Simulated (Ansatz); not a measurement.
## Profile along the Hf–Hf line in Hf (hcp, Mg type)

Hf (hcp, Mg type)

```xyz
2
Lattice="3.1591 0.0000 0.0000 -1.5795 2.7358 0.0000 0.0000 0.0000 4.9999" Properties=species:S:1:pos:R:3 pbc="T T T"
Hf     0.0000     1.8239     3.7500
Hf     1.5795     0.9119     1.2500
```

Fields along a shortest Hf–Hf line of a (0001) plane (3.16 Å), from Hf to Hf, interpolated on the slice's grid (step about 0.3 Å). Calculation: PBEsol (plane waves to 420 eV, PAW, scalar-relativistic; Ansatz, a first-principles code). k mesh 17×17×9. These are valence fields of a PAW run, semicore shells included where kept as valence: close to a nucleus they are smooth pseudo fields. Hf is run without spin polarisation. Hf was relaxed with its symmetry unable to fall. Spin-orbit coupling is left out, though Hf is heavy.

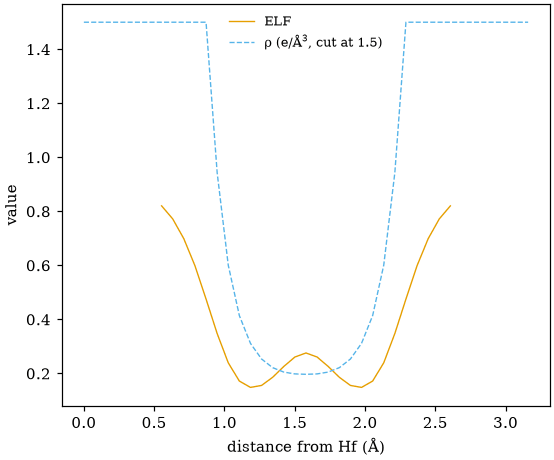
Figure: ELF (away from the nuclei) and valence density from Hf to Hf.

Density on the Hf–Hf line (3.16 Å) at its midpoint: 0.20 e/Å³. ELF at that point: 0.28.
